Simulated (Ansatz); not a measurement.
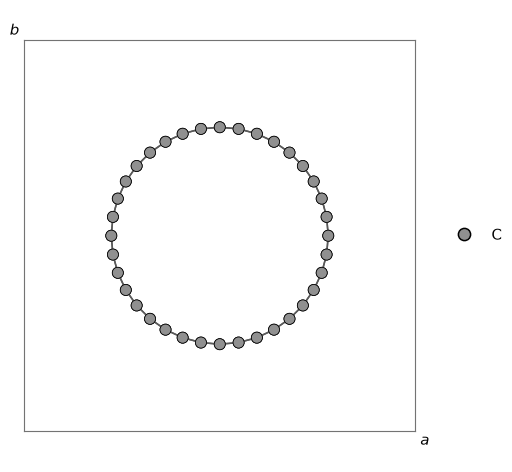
Figure. 1 relaxed period of a body that repeats along c, seen along c; the cell edge a is 25.5 Å long

Level of theory: PBE (plane waves to 420 eV, PAW; Ansatz, a quantum-chemistry and plane-wave program). Mesh 1×1×18. No spin polarisation. Isolated but for its images some 11 Å away. A model structure. It keeps the symmetry and period of its start, so it need not be a minimum against all distortions.

Question: What is drawn, and how wide is it?

Answer: Several could match; the one computed here: (18,0) carbon nanotube. An idealised model, rolled from the flat sheet.
It measures about 14 Å across, from nucleus to nucleus.
